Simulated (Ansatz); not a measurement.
# The cluster B2H3: structure and electronic state

Aim: characterise the cluster B2H3 as a doublet: its structure, frontier levels and distribution of charge and spin.

Computed with Ansatz 0.2.0, Gaussian basis. Level: UKS PBE0-D4/def2-TZVP.

Levels to be run: relaxation at B3LYP-D4/def2-TZVP; a single point at PBE0-D4/def2-TZVP.

### Step 1. The starting structure

5 atoms, charge 0, spin multiplicity 2.

Atoms are counted from 1 here; the program's logs count them from 0.

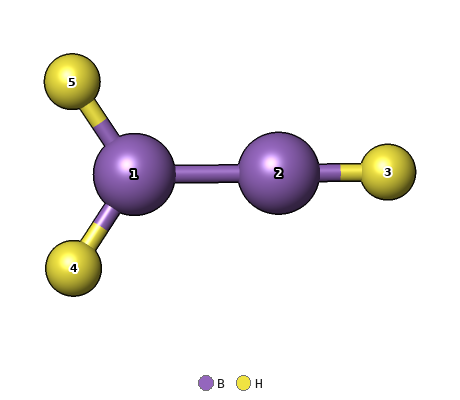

Start geometry, drawn with boron purple, hydrogen yellow; atoms are numbered from 1 in the order of the file.

The start is a GFN2-xTB geometry.

### Step 2. Optimising with B3LYP-D4/def2-TZVP

Contents of in.yaml:

```yaml
crystal:
  periodic: [false, false, false]
  atoms:
    - {symbol: B, position_ang: [0.448240, -0.281740, -0.241840]}
    - {symbol: B, position_ang: [-0.729580, 0.458290, 0.392080]}
    - {symbol: H, position_ang: [-1.619060, 1.018380, 0.875450]}
    - {symbol: H, position_ang: [1.090020, 0.153440, -1.130620]}
    - {symbol: H, position_ang: [0.810390, -1.348370, 0.104930]}
basis:
  gaussian: {orbitals: def2-TZVP}
magnetization: {spin_polarized: true, initial_magnetization: 1}
hamiltonian: {xc: {name: B3LYP}, dispersion: d4}
scf: {omitted_lower_state_checks: [starts]}
output: {orbitals: {seedname: orbitals}}
relax: {f_tol: 0.02, max_steps: 100}
```

Command:

```sh
$ ansatz run in.yaml --threads 4 --pin off --events-out ev --progress --plain --max-ram 3916MiB
```

The log of the run:

```text
Functional definition: B3LYP
  name "B3LYP"
  cite "Stephens, Devlin, Chabalowski & Frisch, J. Phys. Chem. 98, 11623 (1994) doi:10.1021/j100096a001"
  cite "Becke, Phys. Rev. A 38, 3098 (1988) doi:10.1103/PhysRevA.38.3098"
  cite "Lee, Yang & Parr, Phys. Rev. B 37, 785 (1988) doi:10.1103/PhysRevB.37.785"
  cite "Vosko, Wilk & Nusair, Can. J. Phys. 58, 1200 (1980) doi:10.1139/p80-159"
  parameter a0 = 0.2
  parameter ax = 0.72
  parameter ac = 0.81
  exchange = (1 - a0 - ax)*slater_x + ax*b88_x + a0*exact_x
  correlation = (1 - ac)*vwn_rpa_c + ac*lyp_c
these checks for a lower state are left out or cut short: starts
470 factors; their error is unknown
mean field evaluation 1: about -1396.2675 eV, gradient 2.1e1 eV
mean field evaluation 2: about -1396.5883 eV, gradient 1.9e1 eV
mean field evaluation 4: about -1399.1779 eV, gradient 1.1e0 eV
mean field evaluation 8: about -1399.1795 eV, gradient 1.3e-1 eV
mean field -1399.17954315 eV, -51.4188998129 hartree, gradient 3.4e-5 eV, S^2 0.752438; 0 other end points of the search recorded, 0 dependent functions left out
the calculation of the forces begins
reference -1399.17976791 eV, -51.4189080725 hartree; 7, 6 occupied and 73, 74 virtual orbitals, 470 factors
relax step   1: F+E_penalty+E_count = -1399.25142083 eV  Δ(F+E_penalty+E_count) = +0.000e0 eV  max|allowed force component| = 5.428e-1 eV/Å  Δτ_max = 0.0000 Å  (26 SCF iters, accepted)
these checks for a lower state are left out or cut short: starts, cluster_reference, orbital_swaps, neighbouring_geometries, increment
470 factors; their error is unknown
mean field evaluation 16: about -1399.2133 eV, gradient 1.2e0 eV
mean field -1399.21107844 eV, -51.4200587133 hartree, gradient 3.8e-6 eV, S^2 0.752477; 0 other end points of the search recorded, 0 dependent functions left out
the calculation of the forces begins
reference -1399.21130452 eV, -51.4200670218 hartree; 7, 6 occupied and 73, 74 virtual orbitals, 470 factors
relax step   2: F+E_penalty+E_count = -1399.28282262 eV  Δ(F+E_penalty+E_count) = -3.140e-2 eV  max|allowed force component| = 2.800e-1 eV/Å  Δτ_max = 0.0274 Å  (32 SCF iters, accepted)
these checks for a lower state are left out or cut short: starts, cluster_reference, orbital_swaps, neighbouring_geometries, increment
470 factors; their error is unknown
mean field -1399.21621184 eV, -51.4202473625 hartree, gradient 4.1e-6 eV, S^2 0.752494; 0 other end points of the search recorded, 0 dependent functions left out
the calculation of the forces begins
reference -1399.21643885 eV, -51.4202557047 hartree; 7, 6 occupied and 73, 74 virtual orbitals, 470 factors
relax step   3: F+E_penalty+E_count = -1399.28789417 eV  Δ(F+E_penalty+E_count) = -5.072e-3 eV  max|allowed force component| = 2.722e-2 eV/Å  Δτ_max = 0.0180 Å  (32 SCF iters, accepted)
these checks for a lower state are left out or cut short: starts, cluster_reference, orbital_swaps, neighbouring_geometries, increment
470 factors; their error is unknown
mean field evaluation 32: about -1399.2163 eV, gradient 1.5e-4 eV
mean field -1399.21630417 eV, -51.4202507554 hartree, gradient 1.3e-5 eV, S^2 0.752493; 0 other end points of the search recorded, 0 dependent functions left out
the calculation of the forces begins
reference -1399.21653116 eV, -51.4202590971 hartree; 7, 6 occupied and 73, 74 virtual orbitals, 470 factors
relax step   4: F+E_penalty+E_count = -1399.28798624 eV  Δ(F+E_penalty+E_count) = -9.208e-5 eV  max|allowed force component| = 2.420e-3 eV/Å  Δτ_max = 0.0039 Å  (27 SCF iters, accepted)
these checks for a lower state are left out or cut short: starts
470 factors; their error is unknown
mean field -1399.21630417 eV, -51.4202507554 hartree, gradient 2.0e-5 eV, S^2 0.752493; 0 other end points of the search recorded, 0 dependent functions left out
the calculation of the forces begins
reference -1399.21653116 eV, -51.4202590971 hartree; 7, 6 occupied and 73, 74 virtual orbitals, 470 factors
Total energy: -1399.28821323 eV, -51.4228933646 hartree
Atom 0 at     0.473081    -0.297472    -0.255385 Å, force    -0.002420     0.001334     0.000779 eV/Å
Atom 1 at    -0.728723     0.458450     0.393348 Å, force     0.000427    -0.000643     0.000251 eV/Å
Atom 2 at    -1.634540     1.028026     0.882489 Å, force     0.000132     0.000166    -0.000268 eV/Å
Atom 3 at     1.090602     0.190097    -1.155170 Å, force     0.001193     0.000731    -0.001379 eV/Å
Atom 4 at     0.799590    -1.379101     0.134718 Å, force     0.000668    -0.001588     0.000617 eV/Å
Dipole moment:    -0.222942     0.140252     0.120350 e Å
Checks for a lower state left out: starts
```

It took 1.9 s on 4 threads of Arm Neoverse V2, shared host.

The steps of the relaxation:

```tsv
step	energy from step 1 (eV)	largest force component (eV/Å)
1	0.0000	0.5428
2	-0.0314	0.2800
3	-0.0365	0.0272
4	-0.0366	0.0024
```

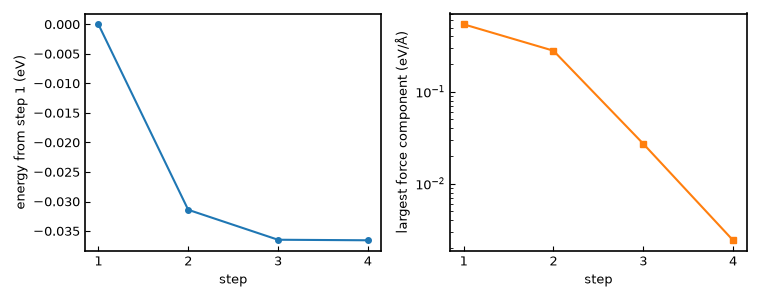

Energy and force, step by step.

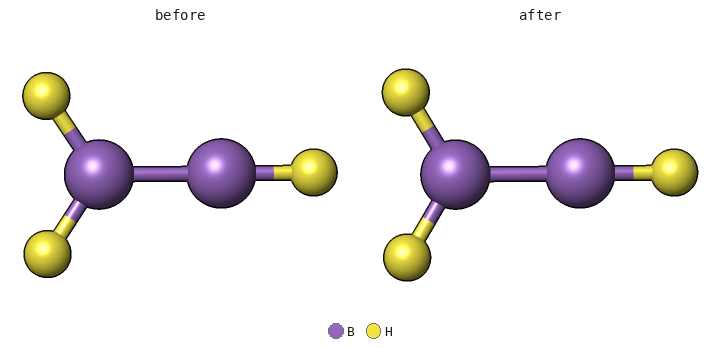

Before and after, at one scale.

Close pairs (by a distance rule), those that changed most:

```tsv
bond	before (Å)	after (Å)	change (Å)
B1–B2	1.529	1.561	+0.032
B2–H3	1.157	1.177	+0.020
B1–H5	1.179	1.195	+0.017
B1–H4	1.179	1.195	+0.016
```

Bonds by kind at the end (by distance):

```tsv
bond	count	shortest (Å)	longest (Å)
B–B	1	1.561	1.561
B–H	3	1.177	1.195
```

### Step 3. Single point, PBE0-D4/def2-TZVP

start.molden holds the orbitals of an earlier run on this state, given as this run's starting guess.

Contents of in.yaml:

```yaml
crystal:
  periodic: [false, false, false]
  atoms:
    - {symbol: B, position_ang: [0.473081, -0.297472, -0.255385]}
    - {symbol: B, position_ang: [-0.728723, 0.458450, 0.393348]}
    - {symbol: H, position_ang: [-1.634540, 1.028026, 0.882489]}
    - {symbol: H, position_ang: [1.090602, 0.190097, -1.155170]}
    - {symbol: H, position_ang: [0.799590, -1.379101, 0.134718]}
basis:
  gaussian: {orbitals: def2-TZVP, initial_orbitals: start.molden}
magnetization: {spin_polarized: true, initial_magnetization: 1}
hamiltonian: {xc: pbe0, dispersion: d4}
output: {orbitals: {seedname: orbitals}}
```

Launched as before.

The log of the run:

```text
Functional definition: PBE0
  name "PBE0"
  cite "Adamo & Barone, J. Chem. Phys. 110, 6158 (1999) doi:10.1063/1.478522"
  cite "Perdew, Burke & Ernzerhof, Phys. Rev. Lett. 77, 3865 (1996) doi:10.1103/PhysRevLett.77.3865"
  parent pbe
  parameter a = 0.25
  parameter kappa = 0.804
  parameter beta = 0.06672455060314922
  exchange = (1 - a)*pbe_x(kappa = kappa, mu = beta*pi^2/3) + a*exact_x
  correlation = pbe_c(beta = beta)
470 factors; their error is unknown
mean field evaluation 1: about -1396.6105 eV, gradient 2.3e0 eV
mean field evaluation 2: about -1396.6324 eV, gradient 1.8e-2 eV
mean field evaluation 4: about -1396.6269 eV, gradient 6.5e-5 eV
mean field evaluation 8: about -1394.3573 eV, gradient 1.8e1 eV
mean field evaluation 16: about -1396.6269 eV, gradient 1.6e-2 eV
mean field -1396.62694491 eV, -51.3250935576 hartree, gradient 2.6e-5 eV, S^2 0.753810; 1 other end points of the search recorded, 0 dependent functions left out
reference -1396.62697675 eV, -51.3250947279 hartree; 7, 6 occupied and 73, 74 virtual orbitals, 470 factors
Total energy: -1396.66315128 eV, -51.3264241172 hartree
```

It took 0.5 s on 4 threads of Arm Neoverse V2, shared host.

Report: HOMO -6.55 eV, LUMO -2.89 eV (over both spins); ⟨S²⟩ 0.754 (pure: 0.75).

Mulliken charges, from this run's orbitals:

```tsv
atom	value (e)
B1	-0.28
B2	0.10
H3	0.10
H4	0.04
H5	0.04
```

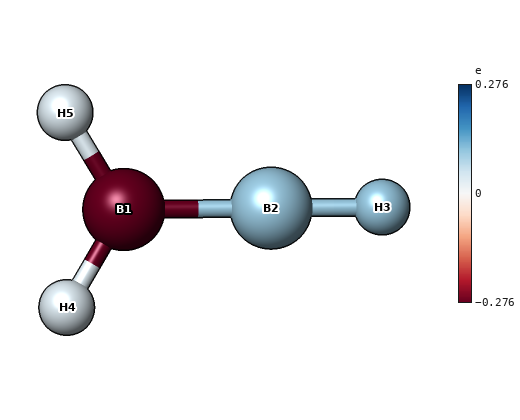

Mulliken charges, from this run's orbitals, as colours on the atoms.

Mulliken spin populations:

```tsv
atom	value (e)
B1	0.41
B2	0.66
H3	-0.03
H4	-0.02
H5	-0.02
```

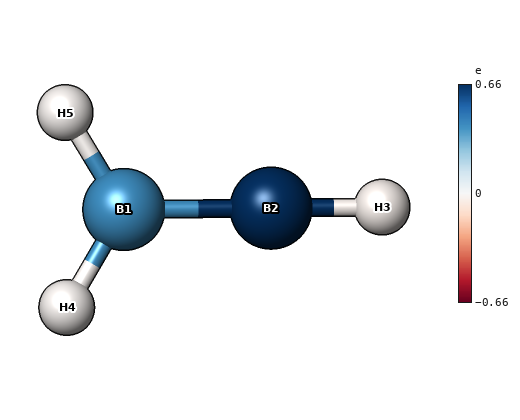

Mulliken spin populations, as colours on the atoms.

Largest Mayer bond orders: B1–B2 1.57; B2–H3 0.94; B1–H4 0.94; B1–H5 0.94.

### Step 4. Summary of results

| quantity | value |
| --- | --- |
| point group | C2v |
| commonest bond, hydrogen aside | B–B, 1 of mean length 1.561 Å |
| HOMO, LUMO at PBE0-D4/def2-TZVP (over both spins) | -6.55, -2.89 eV |
| ⟨S²⟩ | 0.754 |
| dipole at B3LYP-D4/def2-TZVP | 1.39 D |

What this shows: The molecule keeps its bonding pattern by the stored test; the atoms moved 0.03 Å (rms). No usable vibrations, so a minimum isn't proven. Whether this spin is the lowest isn't tested here.
